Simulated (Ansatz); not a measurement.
Consider H3Si5 (charge +1).

Input

```
crystal:
  periodic: [false, false, false]
  atoms:
    - {symbol: Si, position_ang: [-0.984743, -1.098723, 0.058954]}
    - {symbol: Si, position_ang: [1.250595, 1.614564, 1.412542]}
    - {symbol: Si, position_ang: [0.950479, -2.083191, 0.926562]}
    - {symbol: Si, position_ang: [1.276295, -0.042052, -0.304860]}
    - {symbol: Si, position_ang: [-0.819681, 1.155605, 0.419149]}
    - {symbol: H, position_ang: [-2.042442, -1.716281, -0.817572]}
    - {symbol: H, position_ang: [2.158898, 0.028073, -1.516836]}
    - {symbol: H, position_ang: [-1.789400, 2.142005, -0.177950]}
basis:
  gaussian: {orbitals: def2-TZVP, initial_orbitals: start.molden}
total_charge: 1
hamiltonian: {xc: pbe0, dispersion: d4}
scf: {omitted_lower_state_checks: [starts]}
output: {orbitals: {seedname: orbitals}}
```

Launched as:

```sh
ansatz run in.yaml --threads 4 --pin off --events-out ev --progress --plain --max-ram 4787MiB
```

Geometry: PBE-D4/def2-SVP.

All numbers below come from RKS PBE0-D4/def2-TZVP in Ansatz.

### What will maps of the electron density and electron localisation function show?

Si–Si (2.29 Å): ρ is about 0.61 e/Å³ halfway; the ELF peaks at about 0.95 between the atoms: localised, covalent bonding.
Si–H (1.51 Å): the density is about 0.8 e/Å³ at the midpoint; the ELF climbs to about 1 towards the hydrogen, as it does in any bond to H.
Si–Si (2.34 Å): ρ is about 0.57 e/Å³ halfway; the ELF peaks at about 0.90 between the atoms; a shared electron pair.

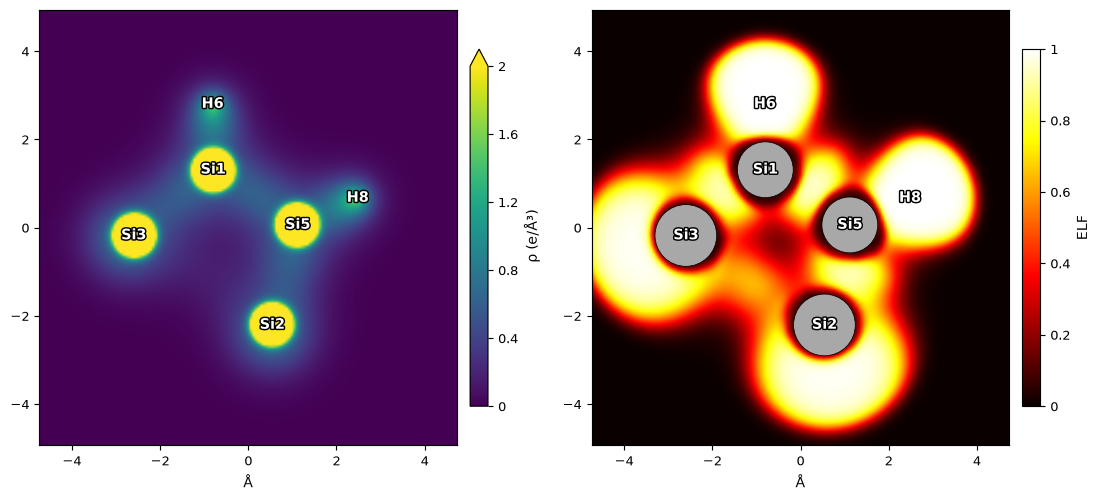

Computed electron density and electron localisation function on the plane of atoms Si3, Si1 and Si5, in this order. Grey discs cover the atomic cores in the ELF map. 
